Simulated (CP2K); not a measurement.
# BBrF2 (SMILES FB(F)Br): revPBE-D3(BJ)/TZV2P-MOLOPT-PBE-GTH (core potential)

Aim: the vertical singlet–triplet gap of BBrF2 at revPBE-D3(BJ)/TZV2P-MOLOPT-PBE-GTH (core potential), from 2 runs. 

The calculation is run with CP2K 2026.2.

3 further runs of the same task are left out: 2 that didn't finish, 1 set aside as unsound or not needed.

### 1 The system as given

BBrF2: 4 atoms, total charge 0, spin state singlet. SMILES: `FB(F)Br`. The shape is that of a PBE0-D4/def2-TZVP optimisation.

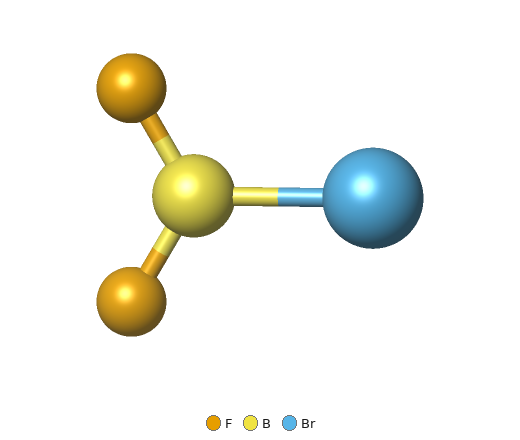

Viewed from a chosen angle; fluorine amber, boron yellow, bromine blue.

### 2 A single-point energy at revPBE-D3(BJ)/TZV2P-MOLOPT-PBE-GTH (core potential)

molecule.xyz reads:

```xyz
4

F     -0.215650    -1.366490    -0.109870
B     -0.127940    -0.063330    -0.022770
F     -1.212420     0.659630    -0.144250
Br     1.556010     0.770190     0.276890
```

run.inp reads:

```
&force_eval
  method QUICKSTEP
  &dft
    basis_set_file_name BASIS_MOLOPT_UZH
    potential_file_name POTENTIAL_UZH
    &qs
      method GPW
      eps_default 1.0E-10
    &end qs
    ! real-space grids
    &mgrid
      cutoff 400
      rel_cutoff 50
      ngrids 4
    &end mgrid
    ! no periodic images
    &poisson
      periodic NONE
      poisson_solver MULTIPOLE
    &end poisson
    &scf
      scf_guess ATOMIC
      eps_scf 1.0E-06
      max_scf 150
      added_mos 3
      &diagonalization
        algorithm STANDARD
      &end diagonalization
      &mixing
        method DIRECT_P_MIXING
        alpha 0.4
      &end mixing
    &end scf
    ! functional
    &xc
      &xc_functional
        &pbe
          parametrization REVPBE
        &end pbe
      &end xc_functional
      &vdw_potential
        potential_type PAIR_POTENTIAL
        &pair_potential
          type DFTD3(BJ)
          parameter_file_name dftd3.dat
          reference_functional revPBE
          r_cutoff 15
        &end pair_potential
      &end vdw_potential
    &end xc
    &print
      &moments
        periodic F
        reference COM
        max_moment 1
      &end moments
      &mo ON
        energies T
        occupation_numbers T
        ndigits 6
        &each
          qs_scf 0
        &end each
        add_last NUMERIC
      &end mo
      &hirshfeld OFF
      &end hirshfeld
    &end print
  &end dft
  &subsys
    &cell
      abc 9.8 9.1 7.4
      periodic NONE
    &end cell
    &topology
      coord_file_name molecule.xyz
      coord_file_format XYZ
      &center_coordinates
      &end center_coordinates
    &end topology
    &kind F
      basis_set TZV2P-MOLOPT-PBE-GTH-q7
      potential GTH-PBE-q7
    &end kind
    &kind B
      basis_set TZV2P-MOLOPT-PBE-GTH-q3
      potential GTH-PBE-q3
    &end kind
    &kind Br
      basis_set TZV2P-MOLOPT-PBE-GTH-q7
      potential GTH-PBE-q7
    &end kind
  &end subsys
&end force_eval
&global
  project run
  run_type ENERGY
  print_level MEDIUM
&end global
```

Started as:

```sh
$ OMP_NUM_THREADS=1 cp2k.psmp -i run.inp -o run.out
```

Output:

```text
CP2K| version string:                                       CP2K version 2026.2
[...]
 GLOBAL| Method name                                                        CP2K
[...]
 GLOBAL| Run type                                                         ENERGY
[...]
 DFT| Spin restricted Kohn-Sham (RKS) calculation                            RKS
 DFT| Multiplicity                                                             1
[...]
 DFT| Charge                                                                   0
[...]
 FUNCTIONAL| PBE:
[...]
 QS| Method:                                                                 GPW
[...]
 QS| Density cutoff [a.u.]:                                                200.0
[...]
 QS| Relative density cutoff [a.u.]:                                        25.0
[...]
                             - Atoms:                                          4
[...]
                             - Spherical basis functions:                    116
[...]
 Number of electrons:                                                         24
[...]
     1 P_Mix/Diag. 0.40E+00    0.8     1.30478796       -64.8592246273 -6.49E+01
[...]
    12 DIIS/Diag.  0.21E-05    0.9     0.00000090       -64.9361609002 -5.85E-11
  *** SCF run converged in    12 steps ***
[...]
  Overlap energy of the core charge distribution:               0.00000279144758
  Self energy of the core charge distribution:               -162.38194990967128
  Core Hamiltonian energy:                                     44.62113153705568
  Hartree energy:                                              65.94091892028332
  Exchange-correlation energy:                                -13.11092950868536
  Dispersion energy:                                           -0.00533473058089
  Total energy:                                               -64.93616090015095
[...]
                     Mulliken Population Analysis
 #  Atom  Element  Kind  Atomic population                           Net charge
       1     F        1          7.274645                             -0.274645
       2     B        2          2.259846                              0.740154
       3     F        1          7.275112                             -0.275112
       4     Br       3          7.190396                             -0.190396
 # Total charge                             24.000000                 -0.000000
[...]
  Dipole moment [Debye]
    X=  0.2337942E+00 Y=  0.1123330E+00 Z=  0.3622002E-01  Total=      0.2618975
 ENERGY| Total FORCE_EVAL ( QS ) energy [hartree]            -64.936160900150952
[...]
```

Run time: 12 s. Hardware: 1 thread of Arm Neoverse V1, shared host; peak memory 0.59 GiB.

### 3 The triplet, same level

molecule.xyz is that of step 2.

calc.inp reads:

```
&GLOBAL
 PROJECT calc
 RUN_TYPE ENERGY
 PRINT_LEVEL MEDIUM
&END GLOBAL

&FORCE_EVAL
 METHOD QUICKSTEP
 &DFT
  BASIS_SET_FILE_NAME BASIS_MOLOPT_UZH
  POTENTIAL_FILE_NAME POTENTIAL_UZH
  CHARGE 0
  MULTIPLICITY 3
  SPIN_POLARIZED T
  &QS
   METHOD GPW
   EPS_DEFAULT 1.0E-10
  &END QS
  &MGRID
   CUTOFF 400
   REL_CUTOFF 50
   NGRIDS 4
  &END MGRID
  &POISSON
   PERIODIC NONE
   POISSON_SOLVER MULTIPOLE
  &END POISSON
  &SCF
   SCF_GUESS ATOMIC
   EPS_SCF 1.0E-06
   MAX_SCF 40
   &OT ON
    MINIMIZER DIIS
    PRECONDITIONER FULL_SINGLE_INVERSE
   &END OT
   &OUTER_SCF
    EPS_SCF 1.0E-06
    MAX_SCF 5
   &END OUTER_SCF
  &END SCF
  &XC
   &XC_FUNCTIONAL
    &PBE
     PARAMETRIZATION REVPBE
    &END PBE
   &END XC_FUNCTIONAL
   &VDW_POTENTIAL
    POTENTIAL_TYPE PAIR_POTENTIAL
    &PAIR_POTENTIAL
     TYPE DFTD3(BJ)
     PARAMETER_FILE_NAME dftd3.dat
     REFERENCE_FUNCTIONAL revPBE
     R_CUTOFF 15
    &END PAIR_POTENTIAL
   &END VDW_POTENTIAL
  &END XC
  &PRINT
   &MOMENTS
    PERIODIC F
    REFERENCE COM
    MAX_MOMENT 1
   &END MOMENTS
   &MO_CUBES
    NLUMO 5
    NHOMO -1
    WRITE_CUBE F
   &END MO_CUBES
   &HIRSHFELD OFF
   &END HIRSHFELD
  &END PRINT
 &END DFT
 &SUBSYS
  &CELL
   ABC [angstrom] 9.8 9.1 7.4
   PERIODIC NONE
  &END CELL
  &TOPOLOGY
   COORD_FILE_NAME molecule.xyz
   COORD_FILE_FORMAT XYZ
   &CENTER_COORDINATES
   &END CENTER_COORDINATES
  &END TOPOLOGY
  &KIND F
   BASIS_SET TZV2P-MOLOPT-PBE-GTH-q7
   POTENTIAL GTH-PBE-q7
  &END KIND
  &KIND B
   BASIS_SET TZV2P-MOLOPT-PBE-GTH-q3
   POTENTIAL GTH-PBE-q3
  &END KIND
  &KIND Br
   BASIS_SET TZV2P-MOLOPT-PBE-GTH-q7
   POTENTIAL GTH-PBE-q7
  &END KIND
 &END SUBSYS
&END FORCE_EVAL
```

Started as:

```sh
$ OMP_NUM_THREADS=1 cp2k.psmp -i calc.inp -o calc.out
```

Output:

```text
CP2K| version string:                                       CP2K version 2026.2
[...]
 GLOBAL| Method name                                                        CP2K
[...]
 GLOBAL| Run type                                                         ENERGY
[...]
 DFT| Spin unrestricted (spin-polarized) Kohn-Sham calculation               UKS
 DFT| Multiplicity                                                             3
[...]
 DFT| Charge                                                                   0
[...]
 FUNCTIONAL| PBE:
[...]
 QS| Method:                                                                 GPW
[...]
 QS| Density cutoff [a.u.]:                                                200.0
[...]
 QS| Relative density cutoff [a.u.]:                                        25.0
[...]
                             - Atoms:                                          4
[...]
                             - Spherical basis functions:                    116
[...]
 Number of electrons:                                                         13
[...]
     1 OT DIIS     0.80E-01    1.4     0.05537342       -63.5361993983 -6.35E+01
[...]
     5 OT DIIS     0.80E-01    1.5     0.00000061       -64.6900197142 -7.46E-10
  *** SCF run converged in     5 steps ***
[...]
  Overlap energy of the core charge distribution:               0.00000279144758
  Self energy of the core charge distribution:               -162.38194990967128
  Core Hamiltonian energy:                                     44.88911183978664
  Hartree energy:                                              65.92047290755862
  Exchange-correlation energy:                                -13.11232261274180
  Dispersion energy:                                           -0.00533473058089
  Total energy:                                               -64.69001971420114
[...]
                     Mulliken Population Analysis
 #  Atom  Element  Kind  Atomic population (alpha,beta) Net charge  Spin moment
       1     F        1         3.700335     3.567348    -0.267683     0.132987
       2     B        2         1.666405     0.898862     0.434733     0.767544
       3     F        1         3.700313     3.567292    -0.267605     0.133020
       4     Br       3         3.932947     2.966497     0.100556     0.966449
 # Total charge and spin       13.000000    11.000000    -0.000000     2.000000
[...]
  Dipole moment [Debye]
    X=  0.2720826E+01 Y=  0.1357694E+01 Z=  0.5041268E+00  Total=      3.0822671
[...]
 HOMO - LUMO gap [eV] :    0.370404
 ENERGY| Total FORCE_EVAL ( QS ) energy [hartree]            -64.690019714201142
[...]
```

It took 2.1 min on 1 thread of Arm Neoverse V1, shared host; peak memory 0.74 GiB.

### 4 Results

At revPBE-D3(BJ)/TZV2P-MOLOPT-PBE-GTH (core potential):

```
                                        quantity          value
                           singlet: total energy   -64.93616 Eh
                          singlet: dipole moment         0.26 D
                            singlet: HOMO energy       -7.58 eV
                            singlet: LUMO energy       -1.29 eV
                          singlet: HOMO–LUMO gap        6.29 eV
                      singlet: dispersion energy  -14.01 kJ/mol
                           triplet: total energy   -64.69002 Eh
                          triplet: dipole moment         3.08 D
     triplet: HOMO energy (highest over α and β)       -1.32 eV
                      triplet: dispersion energy  -14.01 kJ/mol
                                   triplet: ⟨S²⟩          2.005
vertical energy of the triplet above the singlet       6.698 eV
```

In words: At this shape the triplet lies 6.70 eV (154 kcal/mol) above the singlet.
